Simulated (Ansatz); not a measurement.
# C₂H₇FGaN: up Jacob's ladder to CCSD(T), part 1 of 2

How much do the methods differ for C₂H₇FGaN? The plan is to run it at one geometry with functionals of several rungs and with coupled cluster, and see how far each lands from CCSD(T) at the basis-set limit for the atomisation energy.

Computed with Ansatz 0.2.0, Gaussian basis. Level: functionals in def2-TZVPP, the program's frozen cores in correlated methods.

Levels to be run: LDA (SPW92), PBE-D4, revPBE-D4, BLYP-D4, r2SCAN-D4, B97M-V, PBE0-D4, B3LYP-D4, r2SCANh-D4, r2SCAN0-D4, HSE06-D4, BHLYP-D4, CAM-B3LYP-D4, LC-ωPBE, ωB97X-V, ωB97M-V, B2PLYP, PBE-QIDH; CCSD(T)/def2-SVP; CCSD(T)/def2-TZVPP; MP2/def2-QZVPP; extrapolation to the limit; RPA on PBE.

### Step 1. The geometry

All runs share one geometry, relaxed beforehand with PBE0-D4 in a triple-zeta def2 set.

SMILES `C[N]([GaH2])CF`, 12 atoms, charge 0, spin multiplicity 1.

Atoms are counted from 1 here; the program's logs count them from 0.

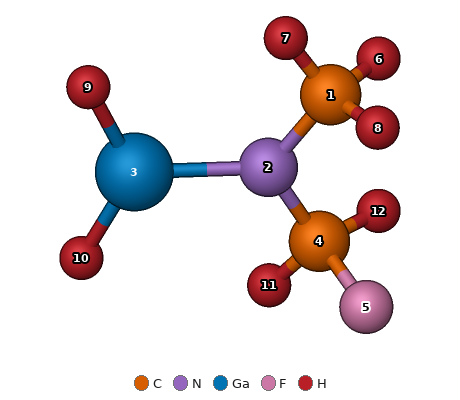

The geometry (carbon orange, nitrogen purple, gallium blue, fluorine pink, hydrogen red); atoms are numbered from 1 in the order of the file.

### Step 2. LDA

This LDA is Slater exchange with PW92 correlation.

Input file in.yaml:

```yaml
crystal:
  periodic: [false, false, false]
  atoms:
    - {symbol: C, position_ang: [-1.240203, 0.149640, 0.672271]}
    - {symbol: N, position_ang: [0.070323, 0.009396, 0.069386]}
    - {symbol: Ga, position_ang: [1.354263, 1.318414, 0.120640]}
    - {symbol: C, position_ang: [0.240687, -1.159040, -0.688870]}
    - {symbol: F, position_ang: [-0.476064, -1.110504, -1.894595]}
    - {symbol: H, position_ang: [-1.464480, -0.704468, 1.324176]}
    - {symbol: H, position_ang: [-1.281006, 1.055205, 1.279519]}
    - {symbol: H, position_ang: [-2.030843, 0.212587, -0.082517]}
    - {symbol: H, position_ang: [0.999053, 2.588313, 0.952984]}
    - {symbol: H, position_ang: [2.678995, 0.984726, -0.630560]}
    - {symbol: H, position_ang: [1.290383, -1.299284, -0.957742]}
    - {symbol: H, position_ang: [-0.141107, -2.044996, -0.164692]}
basis:
  gaussian: {orbitals: def2-TZVPP}
hamiltonian: {xc: lda}
output: {orbitals: {seedname: orbitals}}
```

Run with:

```bash
$ ansatz run in.yaml --threads 4 --pin off --events-out ev --progress --plain --max-ram 10444MiB
```

Output:

```text
Functional definition: SPW92
  name "SPW92"
  cite "Dirac, Proc. Camb. Phil. Soc. 26, 376 (1930) doi:10.1017/S0305004100016108"
  cite "Slater, Phys. Rev. 81, 385 (1951) doi:10.1103/PhysRev.81.385"
  cite "Perdew & Wang, Phys. Rev. B 45, 13244 (1992) doi:10.1103/PhysRevB.45.13244"
  exchange = slater_x
  correlation = pw_c
1452 factors; their error is unknown
mean field evaluation 1: about -58628.4250 eV, gradient 8.7e1 eV
mean field evaluation 2: about -58547.5441 eV, gradient 1.9e2 eV
mean field evaluation 4: about -58642.5409 eV, gradient 2.0e1 eV
mean field evaluation 8: about -58643.2073 eV, gradient 1.9e-1 eV
mean field evaluation 16: about -58643.1765 eV, gradient 2.4e-4 eV
mean field -58643.17645259 eV, -2155.0969848602 hartree, gradient 7.9e-5 eV, S^2 0.000000; 0 other end points of the search recorded, 0 dependent functions left out
reference -58643.17649600 eV, -2155.0969864555 hartree; 33, 33 occupied and 237, 237 virtual orbitals, 1452 factors
Total energy: -58643.17649600 eV, -2155.0969864555 hartree
```

It took 1.6 s on 4 threads of Intel Xeon Platinum 8488C, shared host; peak memory 0.38 GiB.

Atomisation energy: 49.339 eV (free atoms -58593.837 eV, run apart). HOMO -6.11 eV, LUMO -2.19 eV.

### Step 3. PBE-D4 (GGA)

Changes to in.yaml since step 2:

```diff
@@ -17,3 +17,3 @@
   gaussian: {orbitals: def2-TZVPP}
-hamiltonian: {xc: lda}
-output: {orbitals: {seedname: orbitals}}
+hamiltonian: {xc: pbe, dispersion: d4}
+output: {forces: true, orbitals: {seedname: orbitals}}
```

Launched as before.

Output, cut to the lines that bear on the results:

```text
Functional definition: PBE
  name "PBE"
  cite "Perdew, Burke & Ernzerhof, Phys. Rev. Lett. 77, 3865 (1996) doi:10.1103/PhysRevLett.77.3865"
  parent pbe
[...]
1452 factors; their error is unknown
[...]
mean field -58760.19519526 eV, -2159.3973443349 hartree, gradient 2.6e-5 eV, S^2 0.000000; 0 other end points of the search recorded, 0 dependent functions left out
[...]
reference -58760.19524181 eV, -2159.3973460458 hartree; 33, 33 occupied and 237, 237 virtual orbitals, 1452 factors
Total energy: -58760.44345980 eV, -2159.4064678884 hartree
Atom 0 at    -1.240203     0.149640     0.672271 Å, force    -0.110938     0.053682     0.078018 eV/Å
Atom 1 at     0.070323     0.009396     0.069386 Å, force     0.020165     0.060528     0.090702 eV/Å
Atom 2 at     1.354263     1.318414     0.120640 Å, force     0.234042     0.231362     0.005639 eV/Å
Atom 3 at     0.240687    -1.159040    -0.688870 Å, force     0.271391    -0.140499     0.234945 eV/Å
Atom 4 at    -0.476064    -1.110504    -1.894595 Å, force    -0.381317     0.010261    -0.634726 eV/Å
Atom 5 at    -1.464480    -0.704468     1.324176 Å, force    -0.050579    -0.177485     0.128394 eV/Å
Atom 6 at    -1.281006     1.055205     1.279519 Å, force    -0.016446     0.180275     0.120172 eV/Å
Atom 7 at    -2.030843     0.212587    -0.082517 Å, force    -0.165435     0.009535    -0.147988 eV/Å
Atom 8 at     0.999053     2.588313     0.952984 Å, force    -0.037325     0.052431     0.048921 eV/Å
Atom 9 at     2.678995     0.984726    -0.630560 Å, force     0.054410    -0.037196    -0.041438 eV/Å
Atom 10 at     1.290383    -1.299284    -0.957742 Å, force     0.258104    -0.033244    -0.030890 eV/Å
Atom 11 at    -0.141107    -2.044996    -0.164692 Å, force    -0.076072    -0.209651     0.148252 eV/Å
Dipole moment:     0.042811     0.024541     0.338358 e Å
```

Run time: 2.6 s. Hardware: 4 threads of Intel Xeon Platinum 8488C, shared host; peak memory 0.39 GiB.

With the free atoms at this level, -58716.883 eV in sum, the atomisation energy is 43.560 eV. HOMO -5.93 eV, LUMO -1.94 eV.

### Step 4. revPBE-D4 (GGA)

Changes to in.yaml since step 3:

```diff
@@ -17,3 +17,3 @@
   gaussian: {orbitals: def2-TZVPP}
-hamiltonian: {xc: pbe, dispersion: d4}
-output: {forces: true, orbitals: {seedname: orbitals}}
+hamiltonian: {xc: {name: revPBE}, dispersion: d4}
+output: {orbitals: {seedname: orbitals}}
```

Same command.

Output:

```text
Functional definition: revPBE
  name "revPBE"
  cite "Zhang & Yang, Phys. Rev. Lett. 80, 890 (1998) doi:10.1103/PhysRevLett.80.890"
  cite "Perdew, Burke & Ernzerhof, Phys. Rev. Lett. 77, 3865 (1996) doi:10.1103/PhysRevLett.77.3865"
  parameter kappa = 1.245
  parameter beta = 0.06672455060314922
  exchange = pbe_x(kappa = kappa, mu = beta*pi^2/3)
  correlation = pbe_c(beta = beta)
1452 factors; their error is unknown
mean field evaluation 1: about -58756.5909 eV, gradient 8.1e1 eV
mean field evaluation 2: about -58684.7956 eV, gradient 1.8e2 eV
mean field evaluation 4: about -58769.1708 eV, gradient 1.8e1 eV
mean field evaluation 8: about -58769.6758 eV, gradient 1.7e-1 eV
mean field evaluation 16: about -58769.6438 eV, gradient 3.7e-4 eV
mean field -58769.64375729 eV, -2159.7445725851 hartree, gradient 3.7e-5 eV, S^2 0.000000; 0 other end points of the search recorded, 0 dependent functions left out
reference -58769.64381541 eV, -2159.7445747211 hartree; 33, 33 occupied and 237, 237 virtual orbitals, 1452 factors
Total energy: -58770.43138429 eV, -2159.7735173434 hartree
```

It took 2.3 s on 4 threads of Intel Xeon Platinum 8488C, shared host; peak memory 0.39 GiB.

With the free atoms at this level, -58727.973 eV in sum, the atomisation energy is 42.458 eV. HOMO -5.86 eV, LUMO -1.83 eV.

### Step 5. BLYP-D4 (GGA)

Changes to in.yaml since step 4:

```diff
@@ -17,3 +17,3 @@
   gaussian: {orbitals: def2-TZVPP}
-hamiltonian: {xc: {name: revPBE}, dispersion: d4}
+hamiltonian: {xc: {name: BLYP}, dispersion: d4}
 output: {orbitals: {seedname: orbitals}}
```

Launched as before.

Output:

```text
Functional definition: BLYP
  name "BLYP"
  cite "Becke, Phys. Rev. A 38, 3098 (1988) doi:10.1103/PhysRevA.38.3098"
  cite "Lee, Yang & Parr, Phys. Rev. B 37, 785 (1988) doi:10.1103/PhysRevB.37.785"
  parameter beta = 0.0042
  parameter a = 0.04918
  parameter b = 0.132
  parameter c = 0.2533
  parameter d = 0.349
  exchange = b88_x(beta = beta)
  correlation = lyp_c(a = a, b = b, c = c, d = d)
1452 factors; their error is unknown
mean field evaluation 1: about -58760.2763 eV, gradient 8.8e1 eV
mean field evaluation 2: about -58676.4376 eV, gradient 1.9e2 eV
mean field evaluation 4: about -58774.7803 eV, gradient 2.2e1 eV
mean field evaluation 8: about -58775.5472 eV, gradient 1.8e-1 eV
mean field evaluation 16: about -58775.5131 eV, gradient 4.4e-4 eV
mean field -58775.51306994 eV, -2159.9602658467 hartree, gradient 5.8e-5 eV, S^2 0.000000; 0 other end points of the search recorded, 0 dependent functions left out
reference -58775.51346483 eV, -2159.9602803586 hartree; 33, 33 occupied and 237, 237 virtual orbitals, 1452 factors
Total energy: -58776.06252831 eV, -2159.9804580693 hartree
```

Wall time 2.3 s (4 threads of Intel Xeon Platinum 8488C, shared host); peak memory 0.39 GiB.

With the free atoms at this level, -58733.418 eV in sum, the atomisation energy is 42.645 eV. HOMO -5.83 eV, LUMO -1.89 eV.

### Step 6. r2SCAN-D4 (meta-GGA)

Changes to in.yaml since step 5:

```diff
@@ -17,3 +17,3 @@
   gaussian: {orbitals: def2-TZVPP}
-hamiltonian: {xc: {name: BLYP}, dispersion: d4}
-output: {orbitals: {seedname: orbitals}}
+hamiltonian: {xc: r2scan, dispersion: d4}
+output: {forces: true, orbitals: {seedname: orbitals}}
```

Launched as before.

Output, cut to the lines that bear on the results:

```text
Functional definition: r2SCAN
  name "r2SCAN"
  cite "Furness, Kaplan, Ning, Perdew & Sun, J. Phys. Chem. Lett. 11, 8208 (2020) doi:10.1021/acs.jpclett.0c02405"
  cite "Furness, Kaplan, Ning, Perdew & Sun, J. Phys. Chem. Lett. 11, 9248 (2020) doi:10.1021/acs.jpclett.0c03077"
  parent r2scan
[...]
1452 factors; their error is unknown
[...]
mean field -58772.02272030 eV, -2159.8319978632 hartree, gradient 3.7e-5 eV, S^2 0.000000; 0 other end points of the search recorded, 0 dependent functions left out
[...]
reference -58772.02273362 eV, -2159.8319983527 hartree; 33, 33 occupied and 237, 237 virtual orbitals, 1452 factors
Total energy: -58772.08388307 eV, -2159.8342455537 hartree
Atom 0 at    -1.240203     0.149640     0.672271 Å, force    -0.232020     0.042184     0.113813 eV/Å
Atom 1 at     0.070323     0.009396     0.069386 Å, force     0.177434     0.156389     0.015204 eV/Å
Atom 2 at     1.354263     1.318414     0.120640 Å, force     0.110781     0.103783     0.004132 eV/Å
Atom 3 at     0.240687    -1.159040    -0.688870 Å, force     0.254153    -0.205051     0.209900 eV/Å
Atom 4 at    -0.476064    -1.110504    -1.894595 Å, force    -0.218317     0.031928    -0.315290 eV/Å
Atom 5 at    -1.464480    -0.704468     1.324176 Å, force     0.007488    -0.000692    -0.012402 eV/Å
Atom 6 at    -1.281006     1.055205     1.279519 Å, force     0.004282    -0.018200    -0.018219 eV/Å
Atom 7 at    -2.030843     0.212587    -0.082517 Å, force     0.010314    -0.008192    -0.004510 eV/Å
Atom 8 at     0.999053     2.588313     0.952984 Å, force     0.015999    -0.116133    -0.065054 eV/Å
Atom 9 at     2.678995     0.984726    -0.630560 Å, force    -0.120661     0.013872     0.059703 eV/Å
Atom 10 at     1.290383    -1.299284    -0.957742 Å, force     0.002670     0.006605     0.002516 eV/Å
Atom 11 at    -0.141107    -2.044996    -0.164692 Å, force    -0.012123    -0.006493     0.010208 eV/Å
Dipole moment:     0.057965     0.031188     0.349800 e Å
```

It took 4.6 s on 4 threads of Intel Xeon Platinum 8488C, shared host; peak memory 0.42 GiB.

Atomisation energy: 42.739 eV (free atoms -58729.345 eV, run apart). HOMO -6.15 eV, LUMO -1.68 eV.

### Step 7. B97M-V (meta-GGA)

Changes to in.yaml since step 6:

```diff
@@ -17,3 +17,3 @@
   gaussian: {orbitals: def2-TZVPP}
-hamiltonian: {xc: r2scan, dispersion: d4}
-output: {forces: true, orbitals: {seedname: orbitals}}
+hamiltonian: {xc: {name: B97M-V}}
+output: {orbitals: {seedname: orbitals}}
```

Launched as before.

Output, cut to the lines that bear on the results:

```text
Functional definition: B97M-V
  name "B97M-V"
  cite "Mardirossian & Head-Gordon, J. Chem. Phys. 142, 074111 (2015) doi:10.1063/1.4907719"
  cite "Becke, J. Chem. Phys. 107, 8554 (1997) doi:10.1063/1.475007"
  cite "Vydrov & Van Voorhis, J. Chem. Phys. 133, 244103 (2010) doi:10.1063/1.3521275"
  # Of w^i u^j: cxij and so on, Table III.
[...]
  gx(w, u) = cx00 + cx01*u + cx02*u^2 + (cx10 + cx11*u)*w
  gss(w, u) = css00 + css02*u^2 + css10*w + (css32*w^3 + css42*w^4)*u^2
  gos(w, u) = cos00 + cos01*u + cos03*u^3 + cos10*w + cos32*w^3*u^2
[...]
      + integral(e_c_pw_mod_opposite_spin*gos(b97_w_opposite, b97_u_opposite)) + vv10(b, c)
1452 factors; their error is unknown
[...]
mean field -58764.44772230 eV, -2159.5536218213 hartree, gradient 2.6e-5 eV, S^2 0.000000; 0 other end points of the search recorded, 0 dependent functions left out
reference -58764.44778766 eV, -2159.5536242231 hartree; 33, 33 occupied and 237, 237 virtual orbitals, 1452 factors
Total energy: -58764.44778766 eV, -2159.5536242231 hartree
```

Wall time 8.5 s (4 threads of Intel Xeon Platinum 8488C, shared host); peak memory 0.49 GiB.

Atomisation energy: 42.778 eV (free atoms -58721.670 eV, run apart). HOMO -6.27 eV, LUMO -1.91 eV.

### Step 8. PBE0-D4 (hybrid)

Changes to in.yaml since step 7:

```diff
@@ -17,3 +17,3 @@
   gaussian: {orbitals: def2-TZVPP}
-hamiltonian: {xc: {name: B97M-V}}
+hamiltonian: {xc: pbe0, dispersion: d4}
 output: {orbitals: {seedname: orbitals}}
```

Its log isn't repeated here (it stands with the study of this molecule's fields); it ends on a total energy of -58761.908494 eV.

With the free atoms at this level, -58719.181 eV in sum, the atomisation energy is 42.727 eV. HOMO -7.15 eV, LUMO -1.17 eV.

### Step 9. B3LYP-D4 (hybrid)

B3LYP here takes the VWN-RPA correlation.

Changes to in.yaml since step 8:

```diff
@@ -17,3 +17,3 @@
   gaussian: {orbitals: def2-TZVPP}
-hamiltonian: {xc: pbe0, dispersion: d4}
-output: {orbitals: {seedname: orbitals}}
+hamiltonian: {xc: {name: B3LYP}, dispersion: d4}
+output: {forces: true, orbitals: {seedname: orbitals}}
```

Same command.

Output, cut to the lines that bear on the results:

```text
Functional definition: B3LYP
  name "B3LYP"
  cite "Stephens, Devlin, Chabalowski & Frisch, J. Phys. Chem. 98, 11623 (1994) doi:10.1021/j100096a001"
  cite "Becke, Phys. Rev. A 38, 3098 (1988) doi:10.1103/PhysRevA.38.3098"
  cite "Lee, Yang & Parr, Phys. Rev. B 37, 785 (1988) doi:10.1103/PhysRevB.37.785"
  cite "Vosko, Wilk & Nusair, Can. J. Phys. 58, 1200 (1980) doi:10.1139/p80-159"
[...]
1487 factors; their error is unknown
[...]
mean field -58777.21775280 eV, -2160.0229117864 hartree, gradient 1.5e-5 eV, S^2 0.000000; 0 other end points of the search recorded, 0 dependent functions left out
[...]
reference -58777.21804449 eV, -2160.0229225056 hartree; 33, 33 occupied and 237, 237 virtual orbitals, 1487 factors
Total energy: -58777.61738978 eV, -2160.0375981743 hartree
Atom 0 at    -1.240203     0.149640     0.672271 Å, force    -0.289333     0.063968     0.151663 eV/Å
[...]
Atom 2 at     1.354263     1.318414     0.120640 Å, force     0.193339     0.201671     0.011318 eV/Å
Atom 3 at     0.240687    -1.159040    -0.688870 Å, force     0.312173    -0.277044     0.240680 eV/Å
Atom 4 at    -0.476064    -1.110504    -1.894595 Å, force    -0.215003     0.010487    -0.370733 eV/Å
Atom 5 at    -1.464480    -0.704468     1.324176 Å, force     0.001152     0.041846    -0.030817 eV/Å
Atom 6 at    -1.281006     1.055205     1.279519 Å, force    -0.010630    -0.056956    -0.033574 eV/Å
Atom 7 at    -2.030843     0.212587    -0.082517 Å, force     0.032896    -0.002715     0.048523 eV/Å
Atom 8 at     0.999053     2.588313     0.952984 Å, force     0.004660    -0.025155    -0.014365 eV/Å
Atom 9 at     2.678995     0.984726    -0.630560 Å, force    -0.025173     0.005080     0.014003 eV/Å
Atom 10 at     1.290383    -1.299284    -0.957742 Å, force    -0.082440    -0.013821     0.017309 eV/Å
Atom 11 at    -0.141107    -2.044996    -0.164692 Å, force     0.036259     0.044955    -0.038701 eV/Å
Dipole moment:     0.076389     0.041797     0.359265 e Å
```

It took 6 s on 4 threads of Intel Xeon Platinum 8488C, shared host; peak memory 0.85 GiB.

With the free atoms at this level, -58734.941 eV in sum, the atomisation energy is 42.676 eV. HOMO -6.96 eV, LUMO -1.44 eV.

### Step 10. r2SCANh-D4 (hybrid)

Changes to in.yaml since step 9:

```diff
@@ -17,3 +17,3 @@
   gaussian: {orbitals: def2-TZVPP}
-hamiltonian: {xc: {name: B3LYP}, dispersion: d4}
-output: {forces: true, orbitals: {seedname: orbitals}}
+hamiltonian: {xc: {name: r2SCANh}, dispersion: d4}
+output: {orbitals: {seedname: orbitals}}
```

The command is unchanged.

Output, cut to the lines that bear on the results:

```text
Functional definition: r2SCANh
  name "r2SCANh"
  cite "Bursch, Neugebauer, Ehlert & Grimme, J. Chem. Phys. 156, 134105 (2022) doi:10.1063/5.0086040"
  cite "Furness, Kaplan, Ning, Perdew & Sun, J. Phys. Chem. Lett. 11, 8208 (2020) doi:10.1021/acs.jpclett.0c02405"
  cite "Furness, Kaplan, Ning, Perdew & Sun, J. Phys. Chem. Lett. 11, 9248 (2020) doi:10.1021/acs.jpclett.0c03077"
  parent r2scan
[...]
1475 factors; their error is unknown
[...]
mean field -58771.40380590 eV, -2159.8092531786 hartree, gradient 5.8e-5 eV, S^2 0.000000; 0 other end points of the search recorded, 0 dependent functions left out
reference -58771.40381814 eV, -2159.8092536285 hartree; 33, 33 occupied and 237, 237 virtual orbitals, 1475 factors
Total energy: -58771.46853128 eV, -2159.8116317923 hartree
```

It took 4.6 s on 4 threads of Intel Xeon Platinum 8488C, shared host; peak memory 0.81 GiB.

Atomisation energy: 42.450 eV (free atoms -58729.018 eV, run apart). HOMO -6.61 eV, LUMO -1.41 eV.

### Step 11. r2SCAN0-D4 (hybrid)

Changes to in.yaml since step 10:

```diff
@@ -17,3 +17,3 @@
   gaussian: {orbitals: def2-TZVPP}
-hamiltonian: {xc: {name: r2SCANh}, dispersion: d4}
+hamiltonian: {xc: {name: r2SCAN0}, dispersion: d4}
 output: {orbitals: {seedname: orbitals}}
```

Same command.

Output, cut to the lines that bear on the results:

```text
Functional definition: r2SCAN0
  name "r2SCAN0"
  cite "Bursch, Neugebauer, Ehlert & Grimme, J. Chem. Phys. 156, 134105 (2022) doi:10.1063/5.0086040"
  cite "Furness, Kaplan, Ning, Perdew & Sun, J. Phys. Chem. Lett. 11, 8208 (2020) doi:10.1021/acs.jpclett.0c02405"
  cite "Furness, Kaplan, Ning, Perdew & Sun, J. Phys. Chem. Lett. 11, 9248 (2020) doi:10.1021/acs.jpclett.0c03077"
  parent r2scan
[...]
1497 factors; their error is unknown
[...]
mean field -58770.52621114 eV, -2159.7770021659 hartree, gradient 9.8e-6 eV, S^2 0.000000; 0 other end points of the search recorded, 0 dependent functions left out
reference -58770.52622177 eV, -2159.7770025566 hartree; 33, 33 occupied and 237, 237 virtual orbitals, 1497 factors
Total energy: -58770.59766623 eV, -2159.7796280922 hartree
```

It took 5.5 s on 4 threads of Intel Xeon Platinum 8488C, shared host; peak memory 0.82 GiB.

Atomisation energy: 42.043 eV (free atoms -58728.554 eV, run apart). HOMO -7.32 eV, LUMO -1.01 eV.

### Step 12. HSE06-D4 (hybrid)

HSE06 is the plane-wave form, built on full-range PBE exchange.

Changes to in.yaml since step 11:

```diff
@@ -17,3 +17,3 @@
   gaussian: {orbitals: def2-TZVPP}
-hamiltonian: {xc: {name: r2SCAN0}, dispersion: d4}
+hamiltonian: {xc: hse06, dispersion: d4}
 output: {orbitals: {seedname: orbitals}}
```

Launched as before.

Output, cut to the lines that bear on the results:

```text
Functional definition: HSE06
  name "HSE06"
  cite "Heyd, Scuseria & Ernzerhof, J. Chem. Phys. 118, 8207 (2003) doi:10.1063/1.1564060"
  cite "Krukau, Vydrov, Izmaylov & Scuseria, J. Chem. Phys. 125, 224106 (2006) doi:10.1063/1.2404663"
  cite "Heyd & Scuseria, J. Chem. Phys. 120, 7274 (2004) doi:10.1063/1.1668634"
  cite "Ernzerhof & Perdew, J. Chem. Phys. 109, 3313 (1998) doi:10.1063/1.476928"
  cite "Perdew, Burke & Ernzerhof, Phys. Rev. Lett. 77, 3865 (1996) doi:10.1103/PhysRevLett.77.3865"
  parent pbe
[...]
  # The whole range is PBE's own exchange, as in plane waves. The composition of these papers is wPBEh.
[...]
1497 factors; their error is unknown
118 factors; integrals over basis functions are off by at most 3.7e-7 eV
[...]
mean field -58761.35934363 eV, -2159.4401259983 hartree, gradient 2.9e-5 eV, S^2 0.000000; 0 other end points of the search recorded, 0 dependent functions left out
reference -58761.35938926 eV, -2159.4401276753 hartree; 33, 33 occupied and 237, 237 virtual orbitals, 1497 factors
Total energy: -58761.55380462 eV, -2159.4472723082 hartree
```

Wall time 3.6 s (4 threads of Intel Xeon Platinum 8488C, shared host); peak memory 0.84 GiB.

With the free atoms at this level, -58718.799 eV in sum, the atomisation energy is 42.754 eV. HOMO -6.75 eV, LUMO -1.53 eV.

### Step 13. BHLYP-D4 (hybrid)

Changes to in.yaml since step 12:

```diff
@@ -17,3 +17,3 @@
   gaussian: {orbitals: def2-TZVPP}
-hamiltonian: {xc: hse06, dispersion: d4}
+hamiltonian: {xc: {name: BHLYP}, dispersion: d4}
 output: {orbitals: {seedname: orbitals}}
```

The command is unchanged.

Output:

```text
Functional definition: BHLYP
  name "BHLYP"
  cite "Becke, J. Chem. Phys. 98, 1372 (1993) doi:10.1063/1.464304"
  cite "Becke, Phys. Rev. A 38, 3098 (1988) doi:10.1103/PhysRevA.38.3098"
  cite "Lee, Yang & Parr, Phys. Rev. B 37, 785 (1988) doi:10.1103/PhysRevB.37.785"
  parameter a = 0.5
  exchange = (1 - a)*b88_x + a*exact_x
  correlation = lyp_c
1652 factors; their error is unknown
mean field evaluation 1: about -58765.4274 eV, gradient 5.4e1 eV
mean field evaluation 2: about -58760.8997 eV, gradient 7.0e1 eV
mean field evaluation 4: about -58771.1610 eV, gradient 3.9e0 eV
mean field evaluation 8: about -58771.1870 eV, gradient 5.0e-2 eV
mean field evaluation 16: about -58771.6043 eV, gradient 1.2e-4 eV
mean field -58771.60428213 eV, -2159.8166205441 hartree, gradient 3.6e-5 eV, S^2 0.000000; 0 other end points of the search recorded, 0 dependent functions left out
reference -58771.60447766 eV, -2159.8166277298 hartree; 33, 33 occupied and 237, 237 virtual orbitals, 1652 factors
Total energy: -58771.90432991 eV, -2159.8276470965 hartree
```

Run time: 3.6 s. Hardware: 4 threads of Intel Xeon Platinum 8488C, shared host; peak memory 0.83 GiB.

With the free atoms at this level, -58730.521 eV in sum, the atomisation energy is 41.384 eV. HOMO -8.34 eV, LUMO -0.46 eV.

(Continued in part 2 of 2.)
